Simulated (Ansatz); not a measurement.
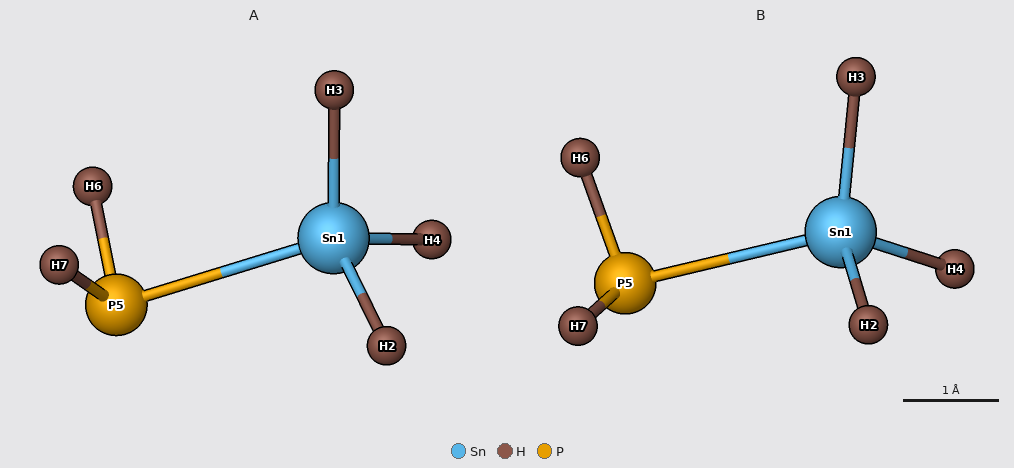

Two geometries of SnPH5, drawn at one scale. One is the start of a relaxation, the other its converged end. A ball-and-stick model, seen from a free direction.

The calculation used RKS PBE0-D4/def2-TZVP in Ansatz 0.2.0. Set-up: force threshold 0.005 eV/Å; at most 200 steps.

Question: Which geometry has the lower energy?

Answer: Structure A is the relaxed one. It is one of the separated products of a reaction. The largest moves after the best rigid fit, 0.69 Å, are those of H6 and H7. Largest moves by element: H 0.69 Å, P 0.33 Å, Sn 0.10 Å. Near-neighbour distances that change, for instance: Sn1–H2 1.716 → 1.707 Å. Among the angles between lasting bonds that change: H2–Sn1–H4 107.1° → 109.4°. Groups turn about Sn1–P5 by about 50°. Over 15 accepted moves (20 points after the start) the energy falls by 0.031 eV. The largest force component goes from 0.26 to 0.0022 eV/Å. The line search rejected the trial steps at points 1, 4, 7, 11, 14 of the run. Cost: 22 s on 4 threads of Intel Xeon Platinum 8375C @ 2.90GHz (shared host).
